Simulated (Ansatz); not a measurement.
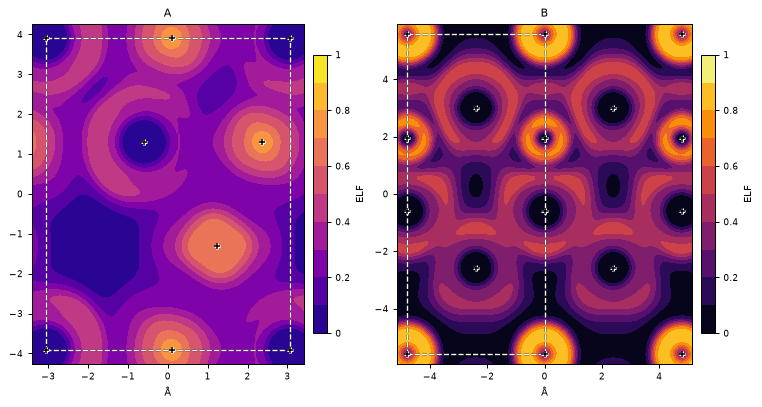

The ELF of 2 systems, each on a plane through atoms (crosses mark nuclei in the plane).

These are results of DFT, PBEsol, plane waves, PAW (Ansatz), not measurements.

System 1: YSb$_{3}$W, the (010) plane of the conventional cell. Space group I4mm; a structure from a database of computed crystals, not necessarily the ambient phase; started from the SrSi3Ni-107 prototype, which need not be the ambient phase.

```yaml
crystal:
  lattice:
    - [4.78542, 0.00000, 0.00000]
    - [0.00000, 4.78542, 0.00000]
    - [0.00000, 0.00000, 11.14552]
  atoms:
    - { symbol: Y, position: [0.00000, 0.00000, 0.57741] }
    - { symbol: Y, position: [0.50000, 0.50000, 0.07741] }
    - { symbol: Sb, position: [0.00000, 0.00000, 0.02361] }
    - { symbol: Sb, position: [0.50000, 0.50000, 0.52361] }
    - { symbol: Sb, position: [0.50000, 0.00000, 0.34677] }
    - { symbol: Sb, position: [0.00000, 0.50000, 0.84677] }
    - { symbol: Sb, position: [0.00000, 0.50000, 0.34677] }
    - { symbol: Sb, position: [0.50000, 0.00000, 0.84677] }
    - { symbol: W, position: [0.00000, 0.00000, 0.25114] }
    - { symbol: W, position: [0.50000, 0.50000, 0.75114] }
```

System 2: Sb$_{2}$PtAu$_{2}$, the (110) plane of the conventional cell. Space group P-3m1; a structure from a database of computed crystals, not necessarily the ambient phase; started from the Li2ZrN2-164 prototype, which need not be the ambient phase.

```yaml
crystal:
  lattice:
    - [4.51536, 0.00000, 0.00000]
    - [-2.25768, 3.91041, 0.00000]
    - [0.00000, 0.00000, 6.12522]
  atoms:
    - { symbol: Sb, position: [0.66667, 0.33333, 0.29871] }
    - { symbol: Sb, position: [0.33333, 0.66667, 0.70129] }
    - { symbol: Pt, position: [0.00000, 0.00000, 0.00000] }
    - { symbol: Au, position: [0.66667, 0.33333, 0.81451] }
    - { symbol: Au, position: [0.33333, 0.66667, 0.18549] }
```

Match each panel to its system.

Panel A is system 2, Sb$_{2}$PtAu$_{2}$: the plane holds Sb, Pt and Au. Sb–Au (2.70 Å): the ELF is about 0.40 at the midpoint. Panel B is system 1, YSb$_{3}$W: the plane holds Y, Sb and W. Sb–W (2.54 Å): the ELF is about 0.45 at the midpoint.
